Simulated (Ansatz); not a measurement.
# Nudged elastic band of SnH₄SCl₂O

The run: nudged elastic band of SnH₄SCl₂O. Method and program: RKS BHLYP-D4/def2-SVP (Ansatz 0.2.0).

It belongs to a series of runs on one base structure; here: band between the two ends. Figures and captions count atoms from 1; the log counts them from 0 in places.

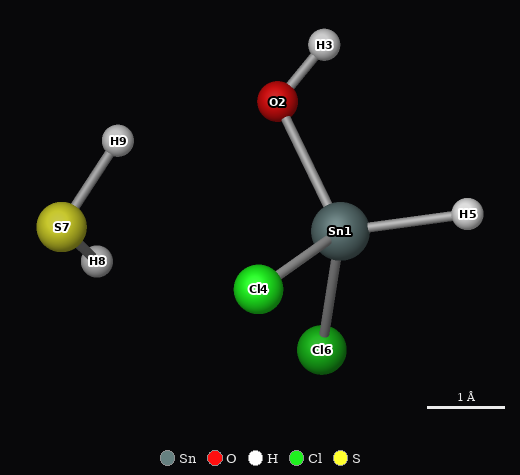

The structure as given in the input (ball-and-stick view, seen at a tilt; atoms are numbered from 1 in the order of the input). Sticks mark near contacts.

## Input
```yaml
crystal:
  periodic: [false, false, false]
  atoms:
    - { symbol: Sn, position_ang: [-0.168901, 0.145435, -0.053198] }
    - { symbol: O, position_ang: [-0.155479, -0.151176, 1.88876] }
    - { symbol: H, position_ang: [-0.685073, 0.46996, 2.387662] }
    - { symbol: Cl, position_ang: [1.997073, 0.509593, -0.793906] }
    - { symbol: H, position_ang: [-1.138587, 1.484403, -0.435751] }
    - { symbol: Cl, position_ang: [-1.062988, -1.754194, -1.059509] }
    - { symbol: S, position_ang: [1.734636, -2.762997, 1.34708] }
    - { symbol: H, position_ang: [0.627599, -3.443935, 1.020291] }
    - { symbol: H, position_ang: [1.068022, -1.934387, 2.165171] }
basis:
  gaussian: { orbitals: def2-SVP }
hamiltonian:
  xc: { name: BHLYP }
  dispersion: d4
neb:
  order_check: false
  images: 5
  f_tol: 0.03
  max_iterations: 60
  final_atoms:
    - { symbol: Sn, position_ang: [0.48403219, -0.41356872, -0.01465595] }
    - { symbol: O, position_ang: [-0.63856604, -0.34990537, 2.32334297] }
    - { symbol: H, position_ang: [-1.54293527, -0.59041733, 2.10945194] }
    - { symbol: Cl, position_ang: [1.45164915, -0.66271439, -2.158384] }
    - { symbol: H, position_ang: [0.65547326, 1.22143654, 0.36124749] }
    - { symbol: Cl, position_ang: [-1.76910051, -0.98105735, -0.45298065] }
    - { symbol: S, position_ang: [1.6392872, -2.13123454, 1.19221797] }
    - { symbol: H, position_ang: [2.29401199, -2.56398003, 0.1056068] }
    - { symbol: H, position_ang: [-0.35754999, -0.96585682, 3.00075343] }
  initial_path:
    images:
      - { positions_ang: [[-0.168901, 0.145435, -0.053198], [-0.155479, -0.151176, 1.88876], [-0.685073, 0.46996, 2.387662], [1.997073, 0.509593, -0.793906], [-1.138587, 1.484403, -0.435751], [-1.062988, -1.754194, -1.059509], [1.734636, -2.762997, 1.34708], [0.627599, -3.443935, 1.020291], [1.068022, -1.934387, 2.165171]] }
      - { positions_ang: [[-0.11664292, 0.09614658, -0.0349757], [-0.10298183, -0.10150139, 2.02964854], [-0.75762532, 0.2159659, 2.47647626], [2.08318829, 0.34598533, -0.80091345], [-1.04186727, 1.45945466, -0.48149831], [-1.08653775, -1.82935523, -0.97098711], [1.63759857, -2.56214107, 1.18366495], [0.64125397, -3.40297332, 0.92836597], [0.95991625, -1.65887946, 2.13681886]] }
      - { positions_ang: [[-0.06438483, 0.04685816, -0.0167534], [-0.05048465, -0.05182679, 2.17053708], [-0.83017763, -0.0380282, 2.56529051], [2.16930357, 0.18237767, -0.8079209], [-0.94514754, 1.43450632, -0.52724562], [-1.1100875, -1.90451646, -0.88246522], [1.54056114, -2.36128514, 1.02024989], [0.65490895, -3.36201163, 0.83644093], [0.8518105, -1.38337193, 2.10846671]] }
      - { positions_ang: [[-0.01212675, -0.00243026, 0.00146891], [0.00201252, -0.00215218, 2.31142562], [-0.90272995, -0.2920223, 2.65410477], [2.25541886, 0.01877, -0.81492835], [-0.8484278, 1.40955798, -0.57299293], [-1.13363725, -1.97967769, -0.79394333], [1.44352371, -2.1604292, 0.85683484], [0.66856392, -3.32104995, 0.7445159], [0.74370475, -1.10786439, 2.08011457]] }
      - { positions_ang: [[0.15325957, -0.13947641, -0.00390604], [-0.21151367, -0.11806991, 2.31539807], [-1.11613172, -0.39148731, 2.47255383], [1.98749562, -0.20839147, -1.2627469], [-0.34712745, 1.34685083, -0.26157945], [-1.34545834, -1.64680424, -0.6802891], [1.50877821, -2.15069765, 0.96862922], [1.21037994, -3.06869331, 0.5315462], [0.37661984, -1.06052853, 2.38699419]] }
      - { positions_ang: [[0.31864588, -0.27652257, -0.009281], [-0.42503985, -0.23398764, 2.31937052], [-1.3295335, -0.49095232, 2.29100288], [1.71957239, -0.43555293, -1.71056545], [0.15417291, 1.28414369, 0.04983402], [-1.55727942, -1.31393079, -0.56663488], [1.57403271, -2.1409661, 1.08042359], [1.75219597, -2.81633667, 0.3185765], [0.00953492, -1.01319268, 2.69387381]] }
      - { positions_ang: [[0.48403219, -0.41356872, -0.01465595], [-0.63856604, -0.34990537, 2.32334297], [-1.54293527, -0.59041733, 2.10945194], [1.45164915, -0.66271439, -2.158384], [0.65547326, 1.22143654, 0.36124749], [-1.76910051, -0.98105735, -0.45298065], [1.6392872, -2.13123454, 1.19221797], [2.29401199, -2.56398003, 0.1056068], [-0.35754999, -0.96585682, 3.00075343]] }
```

Launch command:
```bash
ansatz run input.yaml --threads 4 --pin off --max-ram 5120MiB --backend cpu --events-out ev --progress --plain --runs-dir out
```

## Log
```
Engine: ansatz 0.2.0, aarch64-unknown-linux-gnu
Functional definition: BHLYP
  parameter a = 0.5
  exchange = (1 - a)*b88_x + a*exact_x
  correlation = lyp_c
1242 factors; integrals over basis functions are off by at most 4.3e-4 eV
mean field evaluation 1: about -43806.3215 eV, gradient 4.7e1 eV
mean field evaluation 2: about -43802.5866 eV, gradient 6.5e1 eV
mean field evaluation 4: about -43810.7261 eV, gradient 2.0e0 eV
mean field evaluation 8: about -43810.7417 eV, gradient 9.1e-2 eV
mean field -43810.74176787 eV, -1610.0150639817 hartree, gradient 5.4e-5 eV, S^2 0.000000; 0 other end points of the search recorded, 0 dependent functions left out
the calculation of the forces begins
reference -43810.74194938 eV, -1610.0150706524 hartree; 42, 42 occupied and 72, 72 virtual orbitals, 1242 factors
1246 factors; integrals over basis functions are off by at most 8.9e-4 eV
mean field evaluation 16: about -43808.2533 eV, gradient 4.1e1 eV
mean field -43811.61398041 eV, -1610.0471172017 hartree, gradient 5.4e-5 eV, S^2 0.000000; 0 other end points of the search recorded, 0 dependent functions left out
[... from here on the field's lines of each further geometry are left out, up to the last ...]
NEB iter   1: max|band force component| = 1.552e1 eV/Å  barrier→ = 3.3143 eV  barrier← = 4.2085 eV  Δτ_max = 0.2000 Å  (179 SCF iters)
NEB iter   2: max|band force component| = 6.858e0 eV/Å  barrier→ = 1.4506 eV  barrier← = 2.3448 eV  Δτ_max = 0.2000 Å  (155 SCF iters)
NEB iter   3: max|band force component| = 2.499e0 eV/Å  barrier→ = 0.7726 eV  barrier← = 1.6668 eV  Δτ_max = 0.2000 Å  (152 SCF iters)
NEB iter   4: max|band force component| = 2.055e0 eV/Å  barrier→ = 0.5217 eV  barrier← = 1.4159 eV  Δτ_max = 0.2000 Å  (147 SCF iters)
NEB iter   5: max|band force component| = 3.466e0 eV/Å  barrier→ = 0.5927 eV  barrier← = 1.4869 eV  Δτ_max = 0.1002 Å  (141 SCF iters)
NEB iter   6: max|band force component| = 6.496e-1 eV/Å  barrier→ = 0.5455 eV  barrier← = 1.4397 eV  Δτ_max = 0.1977 Å  (140 SCF iters)
NEB iter   7: max|band force component| = 1.079e0 eV/Å  barrier→ = 0.4757 eV  barrier← = 1.3699 eV  Δτ_max = 0.1025 Å  (141 SCF iters)
NEB iter   8: max|band force component| = 1.258e0 eV/Å  barrier→ = 0.4243 eV  barrier← = 1.3185 eV  Δτ_max = 0.0502 Å  (140 SCF iters)
NEB iter   9: max|band force component| = 9.646e-1 eV/Å  barrier→ = 0.3956 eV  barrier← = 1.2899 eV  Δτ_max = 0.0500 Å  (145 SCF iters)
NEB iter  10: max|band force component| = 4.088e-1 eV/Å  barrier→ = 0.3815 eV  barrier← = 1.2757 eV  CI = image 2  Δτ_max = 0.1011 Å  (142 SCF iters)
NEB iter  11: max|band force component| = 5.902e-1 eV/Å  barrier→ = 0.3919 eV  barrier← = 1.2861 eV  CI = image 2  Δτ_max = 0.0502 Å  (139 SCF iters)
NEB iter  12: max|band force component| = 2.613e-1 eV/Å  barrier→ = 0.3970 eV  barrier← = 1.2912 eV  CI = image 2  Δτ_max = 0.1003 Å  (144 SCF iters)
NEB iter  13: max|band force component| = 2.954e-1 eV/Å  barrier→ = 0.3918 eV  barrier← = 1.2860 eV  CI = image 2  Δτ_max = 0.2000 Å  (141 SCF iters)
NEB iter  14: max|band force component| = 4.248e-1 eV/Å  barrier→ = 0.3911 eV  barrier← = 1.2853 eV  CI = image 2  Δτ_max = 0.1987 Å  (140 SCF iters)
NEB iter  15: max|band force component| = 1.000e0 eV/Å  barrier→ = 0.4654 eV  barrier← = 1.3596 eV  CI = image 2  Δτ_max = 0.1012 Å  (141 SCF iters)
NEB iter  16: max|band force component| = 7.119e-1 eV/Å  barrier→ = 0.5168 eV  barrier← = 1.4110 eV  CI = image 2  Δτ_max = 0.1930 Å  (142 SCF iters)
NEB iter  17: max|band force component| = 6.556e-1 eV/Å  barrier→ = 0.5696 eV  barrier← = 1.4638 eV  CI = image 2  Δτ_max = 0.1674 Å  (152 SCF iters)
NEB iter  18: max|band force component| = 3.951e-1 eV/Å  barrier→ = 0.5574 eV  barrier← = 1.4516 eV  CI = image 2  Δτ_max = 0.1260 Å  (140 SCF iters)
NEB iter  19: max|band force component| = 3.848e-1 eV/Å  barrier→ = 0.5489 eV  barrier← = 1.4431 eV  CI = image 2  Δτ_max = 0.0416 Å  (137 SCF iters)
NEB iter  20: max|band force component| = 3.066e-1 eV/Å  barrier→ = 0.5471 eV  barrier← = 1.4413 eV  CI = image 2  Δτ_max = 0.0788 Å  (136 SCF iters)
NEB iter  21: max|band force component| = 1.097e-1 eV/Å  barrier→ = 0.5456 eV  barrier← = 1.4398 eV  CI = image 2  Δτ_max = 0.0643 Å  (143 SCF iters)
NEB iter  22: max|band force component| = 5.099e-2 eV/Å  barrier→ = 0.5431 eV  barrier← = 1.4373 eV  CI = image 2  Δτ_max = 0.0625 Å  (142 SCF iters)
NEB iter  23: max|band force component| = 8.503e-2 eV/Å  barrier→ = 0.5426 eV  barrier← = 1.4368 eV  CI = image 2  Δτ_max = 0.0315 Å  (142 SCF iters)
NEB iter  24: max|band force component| = 4.465e-2 eV/Å  barrier→ = 0.5423 eV  barrier← = 1.4365 eV  CI = image 2  Δτ_max = 0.0314 Å  (144 SCF iters)
NEB iter  25: max|band force component| = 4.679e-2 eV/Å  barrier→ = 0.5420 eV  barrier← = 1.4363 eV  CI = image 2  Δτ_max = 0.0158 Å  (143 SCF iters)
NEB iter  26: max|band force component| = 3.278e-2 eV/Å  barrier→ = 0.5418 eV  barrier← = 1.4360 eV  CI = image 2  Δτ_max = 0.0158 Å  (133 SCF iters)
NEB iter  27: max|band force component| = 2.992e-2 eV/Å  barrier→ = 0.5417 eV  barrier← = 1.4359 eV  CI = image 2  Δτ_max = 0.0079 Å  (240 SCF iters)
the calculation of the forces begins
reference -43810.16861917 eV, -1609.9940011558 hartree; 42, 42 occupied and 72, 72 virtual orbitals, 1243 factors
1243 factors; integrals over basis functions are off by at most 1.5e-3 eV
mean field -43810.16844096 eV, -1609.9939946067 hartree, gradient 1.5e-5 eV, S^2 0.000000; 1 other end points of the search recorded, 0 dependent functions left out
the calculation of the forces begins
reference -43810.16861917 eV, -1609.9940011558 hartree; 42, 42 occupied and 72, 72 virtual orbitals, 1243 factors
NEB iter  28: max|band force component| = 2.992e-2 eV/Å  barrier→ = 0.5416 eV  barrier← = 1.4358 eV  CI = image 2  Δτ_max = 0.0000 Å  (50 SCF iters)
```

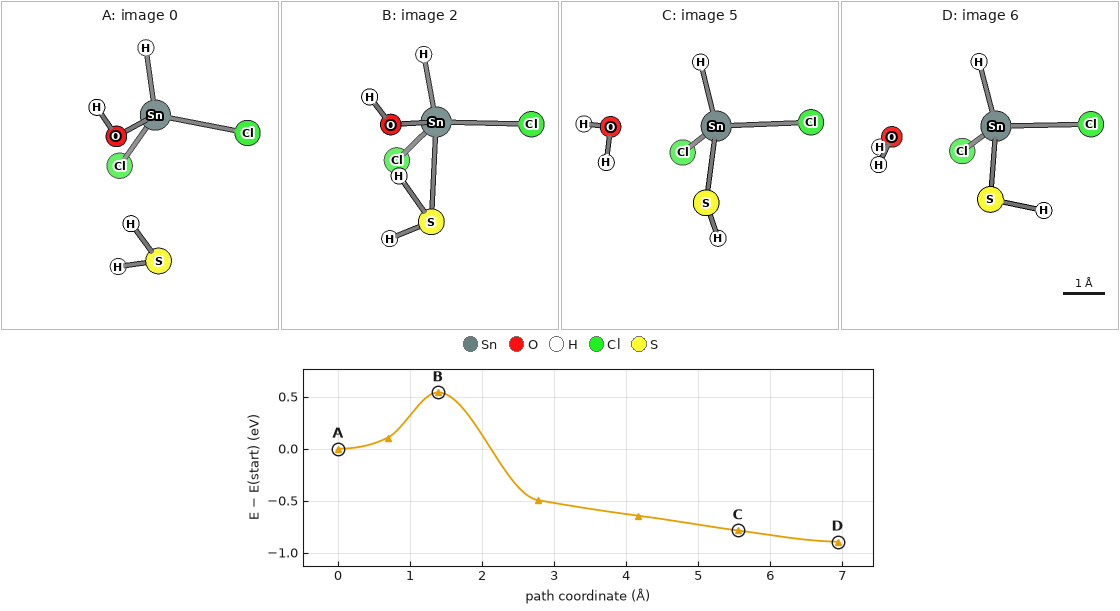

Images of the last band (counted from 0; ball-and-stick, seen at a tilt) above the energy along the path; the line is a cubic interpolation that uses the forces. The highest image is number 2, 0.542 eV above the start and 1.436 eV above the end (the climbing image); the end lies 0.894 eV below the start. The path is 6.93 Å long. The band converged in 28 iterations.

```
Total energy: -43810.61513721 eV, -1610.0104103911 hartree
Atom 0 at     0.089915    -0.280566    -0.047351 Å, force    -0.000367    -0.000262     0.001978 eV/Å
Atom 1 at    -0.046529    -0.285106     2.038718 Å, force    -0.004256    -0.008337     0.009964 eV/Å
Atom 2 at    -0.564615     0.261105     2.631660 Å, force    -0.001226     0.007560    -0.005710 eV/Å
Atom 3 at     2.087258     0.509644    -0.993424 Å, force     0.003164     0.002861    -0.002853 eV/Å
Atom 4 at    -0.947544     1.057908    -0.218381 Å, force    -0.000463    -0.000384    -0.001457 eV/Å
Atom 5 at    -1.105256    -1.936297    -1.229172 Å, force     0.000921     0.001174     0.000010 eV/Å
Atom 6 at     1.493095    -2.262533     1.161249 Å, force    -0.003706     0.005540    -0.002685 eV/Å
Atom 7 at     0.518015    -3.170519     1.004642 Å, force    -0.002017    -0.004420     0.002379 eV/Å
Atom 8 at     0.691962    -1.330933     2.118659 Å, force     0.007951    -0.003732    -0.001626 eV/Å
Dipole moment:    -0.412029     0.159028     0.702398 e Å
this run last wrote the band of iteration 28 to [file]; this run last wrote the band within `neb.f_tol` of iteration 27 to [file]
```

## The last band as extended XYZ (Å, eV, eV/Å)
```
9
Properties=species:S:1:pos:R:3:forces:R:3 image=0 energy=-43811.15658
Sn   -0.1689    0.1454   -0.0532   -0.0176  -0.0109  -0.0006
O    -0.1555   -0.1512    1.8888   -0.0008   0.0046   0.0069
H    -0.6851    0.4700    2.3877    0.0052  -0.0007  -0.0090
Cl    1.9971    0.5096   -0.7939    0.0104   0.0035  -0.0013
H    -1.1386    1.4844   -0.4358   -0.0007   0.0006   0.0011
Cl   -1.0630   -1.7542   -1.0595    0.0051   0.0058   0.0034
S     1.7346   -2.7630    1.3471   -0.0067  -0.0114  -0.0102
H     0.6276   -3.4439    1.0203    0.0099   0.0049   0.0019
H     1.0680   -1.9344    2.1652   -0.0047   0.0036   0.0077
9
Properties=species:S:1:pos:R:3:forces:R:3 image=1 energy=-43811.04906
Sn   -0.0268   -0.0895    0.0118   -0.0760   0.1008   0.0299
O    -0.1148   -0.2279    1.9947   -0.0342   0.0419  -0.0222
H    -0.6685    0.4111    2.4413   -0.0554   0.1036  -0.1198
Cl    2.0575    0.4909   -0.8679   -0.0291  -0.0169   0.0572
H    -1.0246    1.2462   -0.2986   -0.0597   0.0954  -0.0569
Cl   -1.0680   -1.8506   -1.1380    0.0214   0.0222   0.0620
S     1.5733   -2.4328    1.1744    0.0576  -0.0914   0.0100
H     0.5287   -3.2523    0.9941    0.0155  -0.0422   0.0084
H     0.9596   -1.7324    2.1549    0.1598  -0.2134   0.0314
9
Properties=species:S:1:pos:R:3:forces:R:3 image=2 energy=-43810.61496
Sn    0.0899   -0.2806   -0.0474   -0.0004  -0.0003   0.0020
O    -0.0465   -0.2851    2.0387   -0.0043  -0.0083   0.0100
H    -0.5646    0.2611    2.6317   -0.0012   0.0076  -0.0057
Cl    2.0873    0.5096   -0.9934    0.0032   0.0029  -0.0029
H    -0.9475    1.0579   -0.2184   -0.0005  -0.0004  -0.0015
Cl   -1.1053   -1.9363   -1.2292    0.0009   0.0012   0.0000
S     1.4931   -2.2625    1.1612   -0.0037   0.0055  -0.0027
H     0.5180   -3.1705    1.0046   -0.0020  -0.0044   0.0024
H     0.6920   -1.3309    2.1187    0.0080  -0.0037  -0.0016
9
Properties=species:S:1:pos:R:3:forces:R:3 image=3 energy=-43811.65095
Sn    0.3290   -0.5151   -0.2938    0.0247  -0.0265  -0.0351
O    -0.3404   -0.3354    2.3289   -0.0439  -0.0177   0.0370
H    -0.6637    0.2681    2.9943   -0.0052   0.0015   0.0500
Cl    2.0890    0.3972   -1.5645   -0.0021  -0.0157  -0.0746
H    -0.6302    0.8368    0.0039    0.0409  -0.0208   0.0320
Cl   -1.0509   -1.9289   -1.5741    0.0053   0.0065  -0.0383
S     1.5883   -2.1756    0.9520    0.0231   0.0043  -0.0348
H     0.5876   -3.0688    0.8874    0.0049   0.0156  -0.0187
H     0.3076   -0.9154    2.7325   -0.0477   0.0528   0.0825
9
Properties=species:S:1:pos:R:3:forces:R:3 image=4 energy=-43811.79962
Sn    0.5039   -0.4306   -0.2804    0.0036   0.0027   0.0098
O    -0.5861   -0.4774    2.2877   -0.0237  -0.0392   0.0257
H    -1.1378   -0.0023    2.9057   -0.0362  -0.0006  -0.0242
Cl    1.8964    0.0616   -2.1156   -0.0094  -0.0249  -0.0431
H    -0.0438    1.0881    0.1906    0.0458   0.0238   0.0121
Cl   -1.2281   -1.7541   -1.1361   -0.0117   0.0207   0.0347
S     1.8293   -1.9699    1.0292    0.0155   0.0093  -0.0027
H     0.9517   -2.9565    0.7815    0.0259   0.0148   0.0034
H     0.0308   -0.9961    2.8040   -0.0098  -0.0067  -0.0157
9
Properties=species:S:1:pos:R:3:forces:R:3 image=5 energy=-43811.94234
Sn    0.5393   -0.3540   -0.1061    0.0007   0.0125   0.0197
O    -0.5496   -0.3082    2.3173    0.0000   0.0068   0.0106
H    -1.4954   -0.4003    2.4256   -0.0284  -0.0249  -0.0444
Cl    1.5961   -0.2936   -2.2162   -0.0243  -0.0312  -0.0107
H     0.3835    1.2692    0.3060    0.0356   0.0138   0.0041
Cl   -1.4749   -1.4513   -0.6115   -0.0159   0.0217   0.0350
S     1.9017   -1.8817    1.1743    0.0042   0.0042   0.0111
H     1.4723   -2.9323    0.4576    0.0401   0.0010  -0.0202
H    -0.1567   -1.0850    2.7196   -0.0119  -0.0039  -0.0053
9
Properties=species:S:1:pos:R:3:forces:R:3 image=6 energy=-43812.05080
Sn    0.4840   -0.4136   -0.0147   -0.0076   0.0115   0.0126
O    -0.6386   -0.3499    2.3233   -0.0199  -0.0199   0.0145
H    -1.5429   -0.5904    2.1095    0.0145   0.0097  -0.0108
Cl    1.4516   -0.6627   -2.1584    0.0015  -0.0005  -0.0049
H     0.6555    1.2214    0.3612   -0.0053  -0.0209   0.0005
Cl   -1.7691   -0.9811   -0.4530    0.0073   0.0033  -0.0008
S     1.6393   -2.1312    1.1922   -0.0095   0.0061   0.0086
H     2.2940   -2.5640    0.1056    0.0102  -0.0063  -0.0139
H    -0.3575   -0.9659    3.0008    0.0089   0.0170  -0.0057
```

## Key numbers

| quantity | value |
| --- | --- |
| outcome | converged |
| barrier, forward | 0.542 eV |
| barrier, backward | 1.436 eV |
| hardware | 4 threads of Arm Neoverse V1, 24 GiB of memory available, shared host |
| wall time | 4.8 min (CPU time 18 min) |
| peak memory | 0.33 GiB |

## Remarks

The order of the saddle point was not checked.
